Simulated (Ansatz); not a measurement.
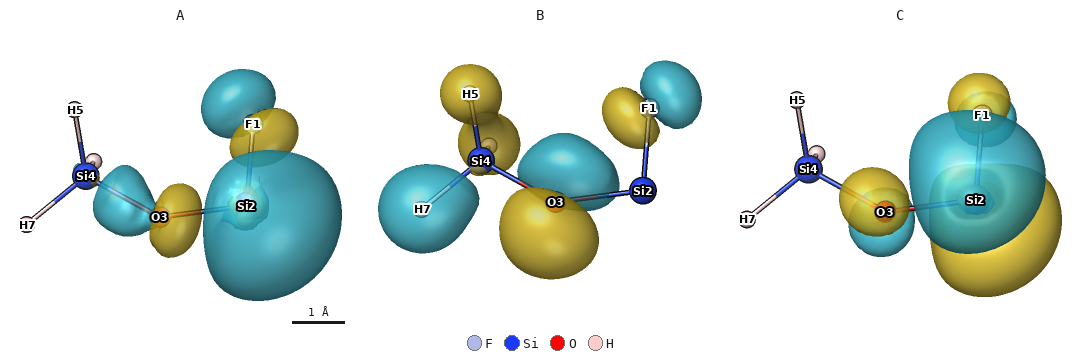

*FH₃OSi₂ (SMILES F[Si]O[SiH3]). Three frontier orbitals at ±0.1 Å⁻³ᐟ² (yellow and cyan are the two phases), in no order.*

All numbers below come from RKS PBE-D4/6-31G in Ansatz.

| atom | x (Å) | y (Å) | z (Å) |
| --- | --- | --- | --- |
| F | 1.0985 | -2.1176 | 0.7995 |
| Si | -0.6315 | -1.9584 | 0.9607 |
| O | -0.8844 | -0.7696 | -0.2503 |
| Si | -0.0310 | 0.2032 | -1.4370 |
| H | 0.9898 | 1.0791 | -0.7449 |
| H | 0.6623 | -0.6982 | -2.4348 |
| H | -1.0644 | 1.0538 | -2.1342 |

Question: Which picture is the HOMO−1, the HOMO and the LUMO?

Answer: B is the HOMO−1 (−7.41 eV). It lies mainly on O3 (about 55 %), F1 (about 15 %) and H7 (about 10 %). A is the HOMO (−6.87 eV). Its weight (Hirshfeld) is mainly on Si2 (about 65 %), F1 (about 20 %) and O3 (about 10 %). C is the LUMO (−2.86 eV). Its weight (Hirshfeld) is mainly on Si2 (about 75 %), O3 (about 10 %) and F1 (about 10 %).

Question: What is the HOMO–LUMO gap?

Answer: 4.01 eV between the orbital energies.
